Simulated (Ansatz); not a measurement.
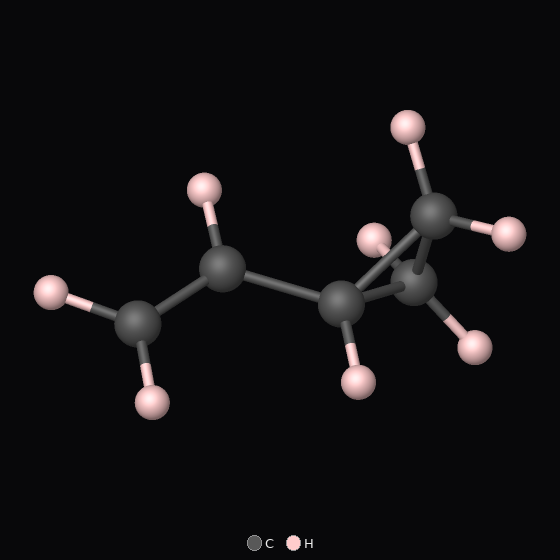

Figure made from data computed with Ansatz.

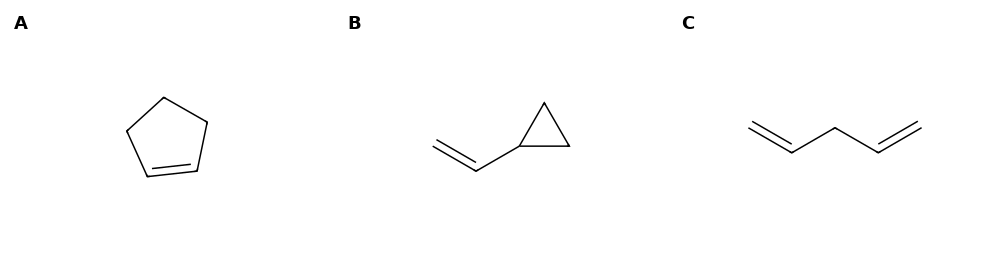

### Which structural formula matches the 3D model?

B, `C=CC1CC1`.
